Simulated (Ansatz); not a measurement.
# Run report: GaOF2 (charge −1), molecular dynamics (part 1 of 2)

- system: GaOF2, charge −1, SMILES [O-][Ga]([F])[F]
- method: RKS BHLYP-D4/STO-3G (Ansatz 0.2.0)

Figures and captions count atoms from 1; the log counts them from 0 in places.

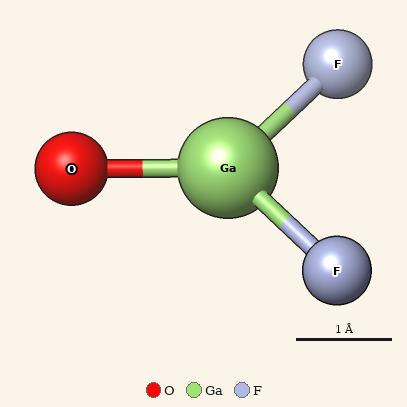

*The starting structure (ball-and-stick view, seen at an oblique angle). Sticks mark near contacts.*

Bond lengths as drawn: F–Ga 1.81 Å and Ga–O 1.65 Å.

### Input
```yaml
crystal:
  periodic: [false, false, false]
  atoms:
    - {symbol: O, position_ang: [-1.544190, -0.505520, 0.798320]}
    - {symbol: Ga, position_ang: [-0.140370, -0.045850, 0.071220]}
    - {symbol: F, position_ang: [1.544440, -0.655830, 0.331870]}
    - {symbol: F, position_ang: [0.140120, 1.207200, -1.201400]}
basis:
  gaussian: {orbitals: STO-3G}
total_charge: -1
hamiltonian: {xc: {name: BHLYP}, dispersion: d4}
md: {n_steps: 60, timestep: 0.75, temperature: 500, ensemble: nvt_langevin, seed: 636, friction: 0.002, initial_velocities: maxwell_boltzmann}
```

Hardware: 1 CPU thread, shared host.

Command:
```bash
ansatz run in.yaml --threads 1 --pin off --events-out ev --progress --plain --max-ram 4352MiB
```

### Log
```
Functional definition: BHLYP
  name "BHLYP"
  cite "Becke, J. Chem. Phys. 98, 1372 (1993) doi:10.1063/1.464304"
  cite "Becke, Phys. Rev. A 38, 3098 (1988) doi:10.1103/PhysRevA.38.3098"
  cite "Lee, Yang & Parr, Phys. Rev. B 37, 785 (1988) doi:10.1103/PhysRevB.37.785"
  parameter a = 0.5
  exchange = (1 - a)*b88_x + a*exact_x
  correlation = lyp_c
414 factors; integrals over basis functions are off by at most 1.3e-5 eV
mean field evaluation 1: about -58956.2519 eV, gradient 2.3e2 eV
mean field evaluation 2: about -58948.6910 eV, gradient 1.9e2 eV
mean field evaluation 4: about -59124.4573 eV, gradient 3.6e1 eV
mean field evaluation 8: about -59131.2879 eV, gradient 1.6e0 eV
mean field evaluation 16: about -59131.3609 eV, gradient 2.1e-3 eV
mean field -59131.36086590 eV, -2173.0374311458 hartree, gradient 6.5e-5 eV, S^2 0.000000; 0 other end points of the search recorded, 0 dependent functions left out
the calculation of the forces begins
reference -59131.36095740 eV, -2173.0374345083 hartree; 29, 29 occupied and 4, 4 virtual orbitals, 414 factors
md step     0: t =     0.00 fs  T =   375.0 K  F+E_penalty+E_count = -59131.45525728 eV  E_kin = 0.193890 eV  (32 SCF iters)
these checks for a lower state are left out or cut short: starts, cluster_reference, orbital_swaps, neighbouring_geometries, increment
414 factors; integrals over basis functions are off by at most 1.3e-5 eV
mean field -59131.41564695 eV, -2173.0394443124 hartree, gradient 2.6e-5 eV, S^2 0.000000; 0 other end points of the search recorded, 0 dependent functions left out
the calculation of the forces begins
reference -59131.41573852 eV, -2173.0394476775 hartree; 29, 29 occupied and 4, 4 virtual orbitals, 414 factors
md step     1: t =     0.75 fs  T =   508.8 K  F+E_penalty+E_count = -59131.51009541 eV  E_kin = 0.263063 eV  (34 SCF iters)
[... from here on the SCF iterations and repeated set-up lines of each step are left out, up to the last step ...]
md step     2: t =     1.50 fs  T =   673.3 K  F+E_penalty+E_count = -59131.59703828 eV  E_kin = 0.348106 eV  (34 SCF iters)
md step     3: t =     2.25 fs  T =   878.3 K  F+E_penalty+E_count = -59131.71495550 eV  E_kin = 0.454108 eV  (33 SCF iters)
md step     4: t =     3.00 fs  T =  1133.0 K  F+E_penalty+E_count = -59131.86141636 eV  E_kin = 0.585781 eV  (34 SCF iters)
md step     5: t =     3.75 fs  T =  1475.1 K  F+E_penalty+E_count = -59132.03430334 eV  E_kin = 0.762684 eV  (33 SCF iters)
md step     6: t =     4.50 fs  T =  1842.4 K  F+E_penalty+E_count = -59132.22948676 eV  E_kin = 0.952571 eV  (33 SCF iters)
md step     7: t =     5.25 fs  T =  2217.9 K  F+E_penalty+E_count = -59132.43729456 eV  E_kin = 1.146769 eV  (33 SCF iters)
md step     8: t =     6.00 fs  T =  2610.9 K  F+E_penalty+E_count = -59132.64291735 eV  E_kin = 1.349948 eV  (32 SCF iters)
md step     9: t =     6.75 fs  T =  2923.6 K  F+E_penalty+E_count = -59132.82258693 eV  E_kin = 1.511601 eV  (32 SCF iters)
md step    10: t =     7.50 fs  T =  2996.7 K  F+E_penalty+E_count = -59132.94242634 eV  E_kin = 1.549429 eV  (31 SCF iters)
md step    11: t =     8.25 fs  T =  3098.8 K  F+E_penalty+E_count = -59132.96567423 eV  E_kin = 1.602225 eV  (31 SCF iters)
md step    12: t =     9.00 fs  T =  2889.6 K  F+E_penalty+E_count = -59132.85402747 eV  E_kin = 1.494032 eV  (31 SCF iters)
md step    13: t =     9.75 fs  T =  2403.4 K  F+E_penalty+E_count = -59132.58960385 eV  E_kin = 1.242667 eV  (31 SCF iters)
md step    14: t =    10.50 fs  T =  1668.7 K  F+E_penalty+E_count = -59132.20822154 eV  E_kin = 0.862764 eV  (31 SCF iters)
md step    15: t =    11.25 fs  T =   897.1 K  F+E_penalty+E_count = -59131.81961866 eV  E_kin = 0.463844 eV  (31 SCF iters)
md step    16: t =    12.00 fs  T =   407.2 K  F+E_penalty+E_count = -59131.57669521 eV  E_kin = 0.210536 eV  (31 SCF iters)
md step    17: t =    12.75 fs  T =   451.9 K  F+E_penalty+E_count = -59131.58898473 eV  E_kin = 0.233658 eV  (31 SCF iters)
md step    18: t =    13.50 fs  T =   919.1 K  F+E_penalty+E_count = -59131.84523565 eV  E_kin = 0.475202 eV  (31 SCF iters)
md step    19: t =    14.25 fs  T =  1678.2 K  F+E_penalty+E_count = -59132.23614008 eV  E_kin = 0.867719 eV  (27 SCF iters)
md step    20: t =    15.00 fs  T =  2430.6 K  F+E_penalty+E_count = -59132.62073364 eV  E_kin = 1.256721 eV  (31 SCF iters)
md step    21: t =    15.75 fs  T =  2922.1 K  F+E_penalty+E_count = -59132.89161039 eV  E_kin = 1.510866 eV  (31 SCF iters)
md step    22: t =    16.50 fs  T =  3109.4 K  F+E_penalty+E_count = -59133.01349597 eV  E_kin = 1.607673 eV  (32 SCF iters)
md step    23: t =    17.25 fs  T =  3138.2 K  F+E_penalty+E_count = -59133.00391993 eV  E_kin = 1.622588 eV  (33 SCF iters)
md step    24: t =    18.00 fs  T =  2942.3 K  F+E_penalty+E_count = -59132.89966222 eV  E_kin = 1.521311 eV  (33 SCF iters)
md step    25: t =    18.75 fs  T =  2667.8 K  F+E_penalty+E_count = -59132.74004555 eV  E_kin = 1.379366 eV  (34 SCF iters)
md step    26: t =    19.50 fs  T =  2309.7 K  F+E_penalty+E_count = -59132.55626244 eV  E_kin = 1.194198 eV  (33 SCF iters)
md step    27: t =    20.25 fs  T =  1967.3 K  F+E_penalty+E_count = -59132.37110973 eV  E_kin = 1.017160 eV  (33 SCF iters)
md step    28: t =    21.00 fs  T =  1628.1 K  F+E_penalty+E_count = -59132.19935574 eV  E_kin = 0.841789 eV  (34 SCF iters)
md step    29: t =    21.75 fs  T =  1376.0 K  F+E_penalty+E_count = -59132.04778022 eV  E_kin = 0.711443 eV  (34 SCF iters)
md step    30: t =    22.50 fs  T =  1090.5 K  F+E_penalty+E_count = -59131.92229686 eV  E_kin = 0.563839 eV  (35 SCF iters)
md step    31: t =    23.25 fs  T =   921.7 K  F+E_penalty+E_count = -59131.82448273 eV  E_kin = 0.476558 eV  (36 SCF iters)
md step    32: t =    24.00 fs  T =   809.2 K  F+E_penalty+E_count = -59131.75158622 eV  E_kin = 0.418403 eV  (36 SCF iters)
md step    33: t =    24.75 fs  T =   713.5 K  F+E_penalty+E_count = -59131.70493894 eV  E_kin = 0.368916 eV  (37 SCF iters)
md step    34: t =    25.50 fs  T =   706.9 K  F+E_penalty+E_count = -59131.68473606 eV  E_kin = 0.365521 eV  (37 SCF iters)
md step    35: t =    26.25 fs  T =   738.7 K  F+E_penalty+E_count = -59131.69041985 eV  E_kin = 0.381939 eV  (32 SCF iters)
md step    36: t =    27.00 fs  T =   762.3 K  F+E_penalty+E_count = -59131.72241864 eV  E_kin = 0.394158 eV  (38 SCF iters)
md step    37: t =    27.75 fs  T =   862.6 K  F+E_penalty+E_count = -59131.77882998 eV  E_kin = 0.445986 eV  (38 SCF iters)
md step    38: t =    28.50 fs  T =   993.0 K  F+E_penalty+E_count = -59131.85727658 eV  E_kin = 0.513414 eV  (36 SCF iters)
md step    39: t =    29.25 fs  T =  1220.1 K  F+E_penalty+E_count = -59131.95930193 eV  E_kin = 0.630818 eV  (34 SCF iters)
md step    40: t =    30.00 fs  T =  1477.9 K  F+E_penalty+E_count = -59132.08493435 eV  E_kin = 0.764152 eV  (34 SCF iters)
md step    41: t =    30.75 fs  T =  1754.5 K  F+E_penalty+E_count = -59132.23019697 eV  E_kin = 0.907124 eV  (33 SCF iters)
md step    42: t =    31.50 fs  T =  2024.7 K  F+E_penalty+E_count = -59132.38999137 eV  E_kin = 1.046843 eV  (33 SCF iters)
md step    43: t =    32.25 fs  T =  2327.2 K  F+E_penalty+E_count = -59132.55800398 eV  E_kin = 1.203261 eV  (33 SCF iters)
md step    44: t =    33.00 fs  T =  2688.9 K  F+E_penalty+E_count = -59132.72550504 eV  E_kin = 1.390276 eV  (31 SCF iters)
md step    45: t =    33.75 fs  T =  2990.9 K  F+E_penalty+E_count = -59132.87723691 eV  E_kin = 1.546424 eV  (32 SCF iters)
md step    46: t =    34.50 fs  T =  3163.3 K  F+E_penalty+E_count = -59132.99030622 eV  E_kin = 1.635553 eV  (31 SCF iters)
md step    47: t =    35.25 fs  T =  3200.1 K  F+E_penalty+E_count = -59133.03725084 eV  E_kin = 1.654578 eV  (30 SCF iters)
md step    48: t =    36.00 fs  T =  3106.8 K  F+E_penalty+E_count = -59132.98922112 eV  E_kin = 1.606347 eV  (30 SCF iters)
md step    49: t =    36.75 fs  T =  2787.7 K  F+E_penalty+E_count = -59132.82674874 eV  E_kin = 1.441368 eV  (30 SCF iters)
md step    50: t =    37.50 fs  T =  2332.3 K  F+E_penalty+E_count = -59132.55459483 eV  E_kin = 1.205915 eV  (29 SCF iters)
md step    51: t =    38.25 fs  T =  1704.9 K  F+E_penalty+E_count = -59132.22047346 eV  E_kin = 0.881488 eV  (31 SCF iters)
md step    52: t =    39.00 fs  T =  1154.1 K  F+E_penalty+E_count = -59131.92142940 eV  E_kin = 0.596731 eV  (31 SCF iters)
md step    53: t =    39.75 fs  T =   854.0 K  F+E_penalty+E_count = -59131.76813613 eV  E_kin = 0.441531 eV  (31 SCF iters)
md step    54: t =    40.50 fs  T =   927.6 K  F+E_penalty+E_count = -59131.82355149 eV  E_kin = 0.479625 eV  (31 SCF iters)
md step    55: t =    41.25 fs  T =  1409.5 K  F+E_penalty+E_count = -59132.07053434 eV  E_kin = 0.728762 eV  (27 SCF iters)
md step    56: t =    42.00 fs  T =  2042.0 K  F+E_penalty+E_count = -59132.41713480 eV  E_kin = 1.055818 eV  (31 SCF iters)
md step    57: t =    42.75 fs  T =  2666.4 K  F+E_penalty+E_count = -59132.74770468 eV  E_kin = 1.378653 eV  (31 SCF iters)
md step    58: t =    43.50 fs  T =  3160.2 K  F+E_penalty+E_count = -59132.98489760 eV  E_kin = 1.633925 eV  (31 SCF iters)
md step    59: t =    44.25 fs  T =  3400.3 K  F+E_penalty+E_count = -59133.09729878 eV  E_kin = 1.758109 eV  (31 SCF iters)
these checks for a lower state are left out or cut short: starts, cluster_reference, orbital_swaps, neighbouring_geometries, increment
416 factors; integrals over basis functions are off by at most 1.3e-5 eV
mean field -59132.99534919 eV, -2173.0974972990 hartree, gradient 2.4e-5 eV, S^2 0.000000; 0 other end points of the search recorded, 0 dependent functions left out
the calculation of the forces begins
reference -59132.99544158 eV, -2173.0975006940 hartree; 29, 29 occupied and 4, 4 virtual orbitals, 416 factors
416 factors; integrals over basis functions are off by at most 1.3e-5 eV
mean field evaluation 512: about -59132.9953 eV, gradient 1.8e-3 eV
mean field -59132.99534919 eV, -2173.0974972990 hartree, gradient 2.4e-5 eV, S^2 0.000000; 1 other end points of the search recorded, 0 dependent functions left out
the calculation of the forces begins
reference -59132.99544158 eV, -2173.0975006940 hartree; 29, 29 occupied and 4, 4 virtual orbitals, 416 factors
md step    60: t =    45.00 fs  T =  3468.3 K  F+E_penalty+E_count = -59133.09372608 eV  E_kin = 1.793270 eV  (28 SCF iters)
```

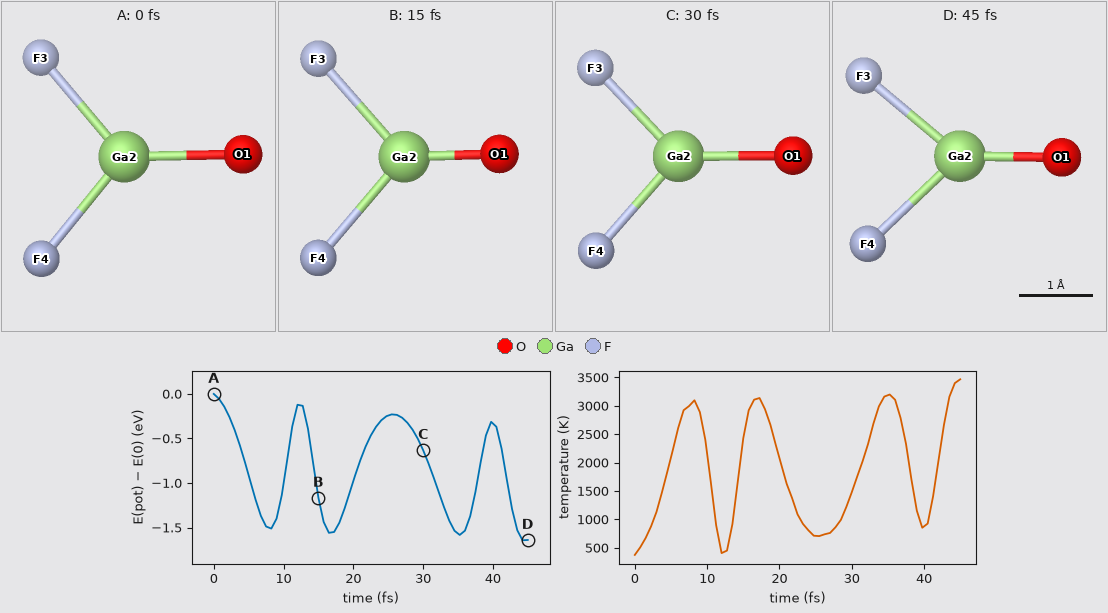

*Frames of the molecular dynamics (ball-and-stick, seen on its broad side) above the curves, on which the letters mark them.*

The trajectory kept here has 61 frames over 45 fs. The temperature starts at 375 K, ranges from 375 to 3468 K and averages 1854 K over the second half. The potential energy ends 1.638 eV below its first value. After an unweighted best fit of the last frame on the first, the root-mean-square displacement is 0.19 Å.

```
Total energy: -59133.09381846 eV, -2173.1011159780 hartree
Atom 0 at    -1.257753    -0.214822     1.060806 Å, force     1.185110     0.140737    -1.211074 eV/Å
Atom 1 at    -0.198352    -0.066316     0.111332 Å, force    -1.564652    -0.311379     1.754455 eV/Å
Atom 2 at     1.444197    -0.571121    -0.183518 Å, force     0.702994    -0.591338     0.167642 eV/Å
Atom 3 at     0.103400     1.045451    -1.205308 Å, force    -0.323452     0.761980    -0.711024 eV/Å
Dipole moment:     0.141979     0.005954    -0.121827 e Å
```

### Trajectory as extended XYZ (Å, eV, eV/Å), 61 frames, from step=0 to step=60
```
4
Properties=species:S:1:pos:R:3:forces:R:3 step=0 time_fs=0.0 energy=-59131.45526 temperature=375.0
O    -1.5442   -0.5055    0.7983    7.4809   2.4434  -3.8693
Ga   -0.1404   -0.0459    0.0712   -6.7094  -2.1923   3.4741
F     1.5444   -0.6558    0.3319   -1.2225   0.9775  -0.7092
F     0.1401    1.2072   -1.2014    0.4510  -1.2286   1.1044
4
Properties=species:S:1:pos:R:3:forces:R:3 step=1 time_fs=0.8 energy=-59131.51009 temperature=508.8
O    -1.5365   -0.5010    0.8019    7.4657   2.4284  -3.9018
Ga   -0.1414   -0.0461    0.0718   -6.7109  -2.1760   3.5060
F     1.5448   -0.6600    0.3295   -1.2142   0.9826  -0.7120
F     0.1368    1.2086   -1.2044    0.4594  -1.2349   1.1078
4
Properties=species:S:1:pos:R:3:forces:R:3 step=2 time_fs=1.5 energy=-59131.59704 temperature=673.3
O    -1.5261   -0.4956    0.8040    7.4305   2.4066  -3.9243
Ga   -0.1427   -0.0465    0.0727   -6.7115  -2.1592   3.5380
F     1.5445   -0.6642    0.3270   -1.1902   0.9831  -0.7136
F     0.1335    1.2096   -1.2071    0.4712  -1.2306   1.0999
4
Properties=species:S:1:pos:R:3:forces:R:3 step=3 time_fs=2.2 energy=-59131.71496 temperature=878.3
O    -1.5133   -0.4894    0.8046    7.3639   2.3745  -3.9295
Ga   -0.1445   -0.0470    0.0738   -6.6960  -2.1366   3.5611
F     1.5440   -0.6679    0.3242   -1.1529   0.9790  -0.7139
F     0.1303    1.2104   -1.2096    0.4850  -1.2169   1.0823
4
Properties=species:S:1:pos:R:3:forces:R:3 step=4 time_fs=3.0 energy=-59131.86142 temperature=1133.0
O    -1.4983   -0.4825    0.8039    7.2457   2.3264  -3.9066
Ga   -0.1468   -0.0477    0.0751   -6.6418  -2.1012   3.5626
F     1.5432   -0.6714    0.3211   -1.1037   0.9696  -0.7121
F     0.1274    1.2108   -1.2119    0.4998  -1.1949   1.0561
4
Properties=species:S:1:pos:R:3:forces:R:3 step=5 time_fs=3.8 energy=-59132.03430 temperature=1475.1
O    -1.4810   -0.4747    0.8020    7.0417   2.2500  -3.8369
Ga   -0.1498   -0.0485    0.0769   -6.5152  -2.0420   3.5258
F     1.5421   -0.6746    0.3178   -1.0429   0.9551  -0.7083
F     0.1245    1.2108   -1.2135    0.5164  -1.1631   1.0193
4
Properties=species:S:1:pos:R:3:forces:R:3 step=6 time_fs=4.5 energy=-59132.22949 temperature=1842.4
O    -1.4613   -0.4661    0.7991    6.6977   2.1276  -3.6908
Ga   -0.1532   -0.0495    0.0788   -6.2625  -1.9410   3.4218
F     1.5407   -0.6774    0.3143   -0.9694   0.9345  -0.7024
F     0.1215    1.2105   -1.2146    0.5342  -1.1211   0.9715
4
Properties=species:S:1:pos:R:3:forces:R:3 step=7 time_fs=5.2 energy=-59132.43730 temperature=2217.9
O    -1.4396   -0.4566    0.7947    6.1361   1.9364  -3.4213
Ga   -0.1571   -0.0508    0.0809   -5.8053  -1.7752   3.2029
F     1.5390   -0.6798    0.3102   -0.8831   0.9076  -0.6942
F     0.1186    1.2098   -1.2153    0.5523  -1.0688   0.9126
4
Properties=species:S:1:pos:R:3:forces:R:3 step=8 time_fs=6.0 energy=-59132.64292 temperature=2610.9
O    -1.4160   -0.4464    0.7891    5.2415   1.6413  -2.9586
Ga   -0.1613   -0.0521    0.0832   -5.0253  -1.5092   2.7988
F     1.5373   -0.6819    0.3058   -0.7868   0.8752  -0.6842
F     0.1155    1.2090   -1.2157    0.5706  -1.0073   0.8440
4
Properties=species:S:1:pos:R:3:forces:R:3 step=9 time_fs=6.8 energy=-59132.82259 temperature=2923.6
O    -1.3907   -0.4355    0.7824    3.8589   1.1964  -2.2099
Ga   -0.1660   -0.0537    0.0857   -3.7652  -1.0952   2.1145
F     1.5354   -0.6837    0.3011   -0.6818   0.8374  -0.6722
F     0.1124    1.2080   -1.2159    0.5881  -0.9387   0.7676
4
Properties=species:S:1:pos:R:3:forces:R:3 step=10 time_fs=7.5 energy=-59132.94243 temperature=2996.7
O    -1.3646   -0.4242    0.7753    1.8325   0.5584  -1.0746
Ga   -0.1709   -0.0553    0.0882   -1.8682  -0.4889   1.0481
F     1.5333   -0.6854    0.2962   -0.5691   0.7950  -0.6589
F     0.1095    1.2067   -1.2158    0.6048  -0.8646   0.6853
4
Properties=species:S:1:pos:R:3:forces:R:3 step=11 time_fs=8.2 energy=-59132.96567 temperature=3098.8
O    -1.3380   -0.4128    0.7679   -1.0127  -0.3199   0.5643
Ga   -0.1759   -0.0569    0.0907    0.8441   0.3568  -0.5178
F     1.5312   -0.6868    0.2911   -0.4526   0.7499  -0.6452
F     0.1066    1.2054   -1.2156    0.6212  -0.7867   0.5987
4
Properties=species:S:1:pos:R:3:forces:R:3 step=12 time_fs=9.0 energy=-59132.85403 temperature=2889.6
O    -1.3116   -0.4013    0.7605   -4.8011  -1.4679   2.8004
Ga   -0.1808   -0.0586    0.0933    4.4993   1.4712  -2.6781
F     1.5293   -0.6879    0.2860   -0.3360   0.7039  -0.6320
F     0.1039    1.2040   -1.2151    0.6378  -0.7071   0.5097
4
Properties=species:S:1:pos:R:3:forces:R:3 step=13 time_fs=9.8 energy=-59132.58960 temperature=2403.4
O    -1.2868   -0.3903    0.7538   -9.3847  -2.8306   5.5697
Ga   -0.1854   -0.0600    0.0956    8.9562   2.8012  -5.3727
F     1.5276   -0.6889    0.2805   -0.2253   0.6597  -0.6202
F     0.1016    1.2026   -1.2146    0.6537  -0.6304   0.4232
4
Properties=species:S:1:pos:R:3:forces:R:3 step=14 time_fs=10.5 energy=-59132.20822 temperature=1668.7
O    -1.2653   -0.3803    0.7488  -14.2331  -4.2411   8.5695
Ga   -0.1893   -0.0613    0.0975   13.6885   4.1810  -8.3014
F     1.5258   -0.6897    0.2745   -0.1245   0.6197  -0.6105
F     0.0995    1.2012   -1.2140    0.6691  -0.5596   0.3425
4
Properties=species:S:1:pos:R:3:forces:R:3 step=15 time_fs=11.2 energy=-59131.81962 temperature=897.1
O    -1.2489   -0.3718    0.7466  -18.3887  -5.4131  11.2209
Ga   -0.1922   -0.0622    0.0989   17.7467   5.3280 -10.8913
F     1.5241   -0.6903    0.2683   -0.0401   0.5857  -0.6033
F     0.0975    1.1996   -1.2131    0.6821  -0.5005   0.2737
4
Properties=species:S:1:pos:R:3:forces:R:3 step=16 time_fs=12.0 energy=-59131.57670 temperature=407.2
O    -1.2390   -0.3651    0.7485  -20.7554  -6.0320  12.8272
Ga   -0.1936   -0.0628    0.0995   20.0465   5.9323 -12.4535
F     1.5225   -0.6904    0.2621    0.0191   0.5600  -0.5984
F     0.0960    1.1982   -1.2122    0.6897  -0.4603   0.2247
4
Properties=species:S:1:pos:R:3:forces:R:3 step=17 time_fs=12.8 energy=-59131.58899 temperature=451.9
O    -1.2365   -0.3603    0.7547  -20.6363  -5.9156  12.9050
Ga   -0.1933   -0.0629    0.0992   19.8945   5.8121 -12.5067
F     1.5210   -0.6902    0.2557    0.0505   0.5436  -0.5953
F     0.0947    1.1968   -1.2112    0.6912  -0.4400   0.1970
```
